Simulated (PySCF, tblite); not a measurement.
**C5H13NOSi: geometry, infrared bands and NMR shifts**

Aim: predict the infrared bands and NMR shifts of C5H13NOSi (`CCCN[SiH2]C(C)=O`).

The runs use tblite 0.8.0 and PySCF 2.14.0, with density-fitted response routines of our own; the level of theory stands in each step. All values are computed, except where a source is named. Atoms count from 0, in the outputs and in this text.

### Step 1. The molecule as given

21 atoms, charge 0, multiplicity 1; geometry from: force field or distance geometry start.

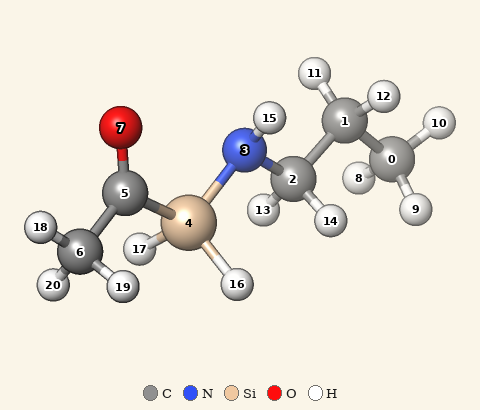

As it starts; carbon grey, nitrogen blue, silicon light orange, oxygen red, hydrogen white, atoms numbered; sticks join atoms by distance.

### Step 2. Relaxing the molecule with GFN2-xTB

Job settings and geometry (Å):

```
{"job": {"kind": "relax", "xc": "GFN2-xTB", "basis": "xTB"}, "charge": 0, "multiplicity": 1}
C     -3.681300     0.217700    -0.157500
C     -2.547000    -0.706200     0.163500
C     -1.258300     0.071500    -0.076800
N     -0.082800    -0.683900     0.185600
Si     1.323500     0.323400    -0.128700
C      2.925800    -0.527300     0.248900
C      4.204900     0.274700     0.168600
O      2.936100    -1.706700     0.566600
H     -3.721900     0.449500    -1.240200
H     -3.488400     1.172000     0.395800
H     -4.658000    -0.206100     0.201900
H     -2.621300    -1.634200    -0.445700
H     -2.665400    -1.002700     1.249000
H     -1.258000     0.530100    -1.101600
H     -1.289900     0.934600     0.636000
H     -0.066500    -1.181100     1.104300
H      1.172100     1.586300     0.612600
H      1.369300     0.632900    -1.591400
H      5.097500    -0.349200     0.319200
H      4.108200     1.039200     0.999700
H      4.192500     0.782400    -0.800700
```

On the command line:

```sh
> OMP_NUM_THREADS=1 python probes_run.py task.json out
```

One launch serves the whole session: the jobs run in the order shown.

**Question.** This job is followed by: GFN2-xTB harmonic vibrations, gas phase; GIAO PBE0/pcSseg-1 NMR shielding, non-relativistic, gas phase. Predict these results of the whole session: strongest single infrared mode (GFN2-xTB); zero-point energy (GFN2-xTB); ¹³C shifts against TMS (PBE0/pcSseg-1); ¹H shifts against TMS (PBE0/pcSseg-1, means over atoms taken as alike); ¹⁵N shifts against NH3 (PBE0/pcSseg-1); ²⁹Si shifts against TMS (PBE0/pcSseg-1); ¹⁷O shifts against H2O (PBE0/pcSseg-1); surface potential, least and greatest.

The runs gave:

| quantity | value |
| --- | --- |
| strongest single infrared mode (GFN2-xTB) | 2148 cm⁻¹, 365 km/mol |
| zero-point energy (GFN2-xTB) | 107.7 kcal/mol |
| ¹³C shifts against TMS (PBE0/pcSseg-1) | 243.3, 49.3, 39.7, 32.8, 13.2 ppm |
| ¹H shifts against TMS (PBE0/pcSseg-1, means over atoms taken as alike) | 5.05, 2.79, 2.43, 1.42, 0.93, 0.68 ppm |
| ¹⁵N shifts against NH3 (PBE0/pcSseg-1) | 22.9 ppm |
| ²⁹Si shifts against TMS (PBE0/pcSseg-1) | -65.7 ppm |
| ¹⁷O shifts against H2O (PBE0/pcSseg-1) | 828.5 ppm |
| surface potential, least and greatest | -1.50 V and 1.11 V |

What this shows: Relaxing lowered the energy by 0.664 eV in 227 steps; the close pair that moved most is Si4–C5, from 1.853 to 1.917 Å. All 57 modes are real, so the xTB geometry is a minimum. The strongest single mode, at 2148 cm⁻¹, moves mainly H17. GFN2-xTB is a fitted tight-binding method: band positions and strengths are rough. Its intensities can rank the bands wrongly. At PBE0/pcSseg-1: Shielding is most anisotropic at O7 (span 1695 ppm, paramagnetic term -895 ppm). At PBE0/pcSseg-1, counted by nearest atom on the grid, the HOMO lies on N3 48 %; O7 10 %, the LUMO on C5 46 %; O7 31 %.
